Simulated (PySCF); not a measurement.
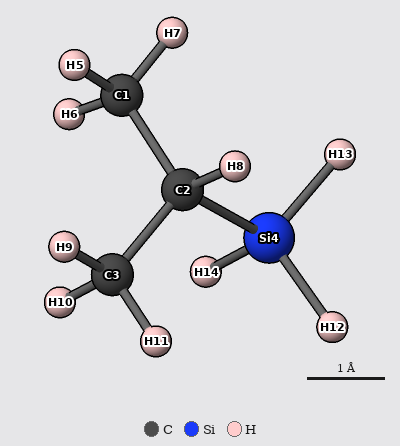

The structure as given in the input (ball-and-stick view, seen at a tilt; atoms are numbered from 1 in the order of the input).

# What a change does: NMR shielding calculation on C3H10Si

System: C3H10Si, SMILES CC(C)[SiH3].
Method of run A: GIAO HF/pcSseg-2 NMR shielding, non-relativistic, gas phase (PySCF 2.14.0).

The geometry comes from this level: PBE0-D3(BJ)/def2-SVP. Text and figures count atoms from 1; the logs count them from 0 in places.

**Input file, run A**
```
{"job": {"kind": "nmr", "xc": "HF", "basis": "pcSseg-2", "pop": false}, "charge": 0, "multiplicity": 1}
C     -0.318340     1.272637    -0.585524
C      0.030937     0.153570     0.395229
C     -0.843122    -1.081513     0.183605
Si     1.874389    -0.276932     0.309265
H     -1.380146     1.558655    -0.498081
H     -0.152324     0.956337    -1.628895
H      0.284313     2.178439    -0.414696
H     -0.135843     0.527020     1.423046
H     -1.913152    -0.828532     0.270590
H     -0.692392    -1.511770    -0.820491
H     -0.629102    -1.873297     0.918559
H      2.225238    -1.326897     1.316816
H      2.709030     0.936752     0.574529
H      2.217045    -0.797000    -1.053157
```

The first line tells a small driver script what to run in PySCF; the rest is the geometry in Å.

Launched with:
```bash
OMP_NUM_THREADS=1 python <driver script> task.json out
```

Hardware: 1 CPU thread, shared host.

**Output (run A)**
```
final grid: 99272 points
cycle   1  E = -408.3597638676  dE =  1.970e-01  |g| = 3.316e-01  |ddm| = 2.306e+00
cycle   2  E = -408.4032877548  dE = -4.352e-02  |g| = 9.631e-02  |ddm| = 3.504e-01
cycle   3  E = -408.4070342669  dE = -3.747e-03  |g| = 3.437e-02  |ddm| = 1.477e-01
cycle   4  E = -408.4074016046  dE = -3.673e-04  |g| = 6.494e-03  |ddm| = 3.216e-02
cycle   5  E = -408.4074178331  dE = -1.623e-05  |g| = 1.713e-03  |ddm| = 7.945e-03
cycle   6  E = -408.4074196057  dE = -1.773e-06  |g| = 4.406e-04  |ddm| = 3.325e-03
cycle   7  E = -408.4074197616  dE = -1.559e-07  |g| = 1.241e-04  |ddm| = 1.060e-03
cycle   8  E = -408.4074197737  dE = -1.205e-08  |g| = 3.756e-05  |ddm| = 3.094e-04
cycle   9  E = -408.4074197744  dE = -7.491e-10  |g| = 9.470e-06  |ddm| = 6.814e-05
converged SCF energy = -408.4074197744

GIAO shielding tensors (ppm)
atom      isotropic    diamagn.    paramagn.     s11        s22        s33       span
  0 C      171.501     238.900     -67.398    159.110    164.840    190.554     31.445
  1 C      182.330     240.252     -57.922    172.398    184.769    189.824     17.427
  2 C      171.615     238.992     -67.376    159.439    164.828    190.580     31.141
  3 Si     428.580     874.821    -446.241    396.249    400.108    489.382     93.133
  4 H       30.484      29.811       0.673     26.105     28.007     37.340     11.235
  5 H       30.863      30.753       0.110     27.168     28.716     36.706      9.538
  6 H       30.464      29.966       0.498     25.701     28.268     37.423     11.722
  7 H       31.089      31.473      -0.384     26.953     28.714     37.599     10.645
  8 H       30.495      29.887       0.608     26.111     28.040     37.334     11.223
  9 H       30.864      30.817       0.047     27.138     28.732     36.722      9.585
 10 H       30.462      30.028       0.433     25.715     28.219     37.451     11.736
 11 H       27.995      29.266      -1.270     24.753     26.045     33.188      8.435
 12 H       28.008      29.276      -1.268     24.758     26.083     33.184      8.425
 13 H       28.207      29.539      -1.332     25.441     26.436     32.743      7.302
```

The input of run B differs as follows (lines with − go, lines with + come):
```diff
-"xc": "HF"
+"xc": "BP86"
```

What does this change do to the results?

The total energies belong to different methods, so their difference says nothing on which is more stable or more accurate. The HOMO goes from −11.14 to −6.98 eV. The LUMO goes from 2.65 to −0.30 eV. The dipole moment goes from 0.81 to 0.91 D. Of all shieldings, the largest change is that of Si4, by −49.3 ppm. The method changes from HF to BP86. Exact exchange removes part of the self-interaction error of semilocal functionals, which pushes filled and empty levels apart. The SCF takes 14 iterations against 9.

**Output (run B)**
```
coarse grid: 11088 points
cycle   1  E = -409.8229663317  dE = -1.080e-01  |g| = 5.481e-01  |ddm| = 2.354e+00
cycle   2  E = -409.6688040511  dE =  1.542e-01  |g| = 9.236e-01  |ddm| = 1.035e+00
cycle   3  E = -409.9018689291  dE = -2.331e-01  |g| = 9.346e-02  |ddm| = 7.419e-01
cycle   4  E = -409.9039171286  dE = -2.048e-03  |g| = 3.727e-02  |ddm| = 1.020e-01
cycle   5  E = -409.9042234671  dE = -3.063e-04  |g| = 9.748e-03  |ddm| = 2.718e-02
cycle   6  E = -409.9042441348  dE = -2.067e-05  |g| = 1.613e-03  |ddm| = 9.355e-03
cycle   7  E = -409.9042449368  dE = -8.019e-07  |g| = 3.532e-04  |ddm| = 2.308e-03
final grid: 99272 points
cycle   8  E = -409.9138887709  dE = -1.140e-04  |g| = 6.159e-03  |ddm| = 5.952e-02
cycle   9  E = -409.9138704000  dE =  1.837e-05  |g| = 1.009e-02  |ddm| = 1.081e-02
cycle  10  E = -409.9138975287  dE = -2.713e-05  |g| = 9.038e-04  |ddm| = 7.403e-03
cycle  11  E = -409.9138976186  dE = -8.994e-08  |g| = 4.106e-04  |ddm| = 8.382e-04
cycle  12  E = -409.9138976571  dE = -3.847e-08  |g| = 7.574e-05  |ddm| = 2.732e-04
cycle  13  E = -409.9138976583  dE = -1.225e-09  |g| = 1.895e-05  |ddm| = 8.018e-05
cycle  14  E = -409.9138976584  dE = -1.080e-10  |g| = 3.165e-06  |ddm| = 2.509e-05
converged SCF energy = -409.9138976584

GIAO shielding tensors (ppm)
atom      isotropic    diamagn.    paramagn.     s11        s22        s33       span
  0 C      156.582     242.428     -85.846    141.395    147.555    180.796     39.401
  1 C      163.066     241.453     -78.388    154.014    167.227    167.956     13.942
  2 C      156.737     242.508     -85.771    141.852    147.529    180.831     38.978
  3 Si     379.284     879.051    -499.767    343.234    344.341    450.277    107.043
  4 H       30.003      29.862       0.141     26.157     27.553     36.299     10.142
  5 H       30.383      30.592      -0.209     27.186     28.563     35.400      8.214
  6 H       29.886      30.057      -0.172     25.494     27.977     36.186     10.691
  7 H       29.992      31.012      -1.020     26.529     27.991     35.456      8.927
  8 H       30.015      29.935       0.080     26.169     27.581     36.295     10.125
  9 H       30.385      30.649      -0.264     27.148     28.585     35.421      8.272
 10 H       29.884      30.103      -0.219     25.509     27.928     36.216     10.707
 11 H       27.257      28.986      -1.729     24.242     25.327     32.201      7.959
 12 H       27.271      28.997      -1.725     24.254     25.363     32.197      7.943
 13 H       27.574      29.193      -1.619     25.176     25.859     31.687      6.511
```

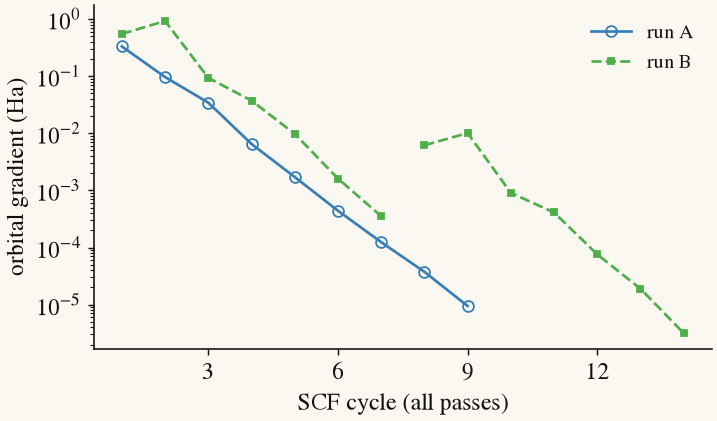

Convergence of the two runs: orbital gradient against the SCF cycle. A break in a curve parts two SCF passes (coarse and final grid). Run A takes 9 cycles in all, and run B takes 14.

**The two runs side by side**

```csv
quantity,run A,run B
outcome,converged,converged
total energy (hartree),−408.407420,−409.913898
HOMO (eV),−11.14,−6.98
LUMO (eV),2.65,−0.30
dipole moment (D),0.81,0.91
shielding of C1 (ppm),171.5,156.6
shielding of C2 (ppm),182.3,163.1
shielding of C3 (ppm),171.6,156.7
shielding of Si4 (ppm),428.6,379.3
shielding of H8 (ppm),31.1,30.0
shielding of H12 (ppm),28.0,27.3
shielding of H13 (ppm),28.0,27.3
SCF iterations,9,14
basis functions,291,291
wall time (shared host),17 s,44 s
```
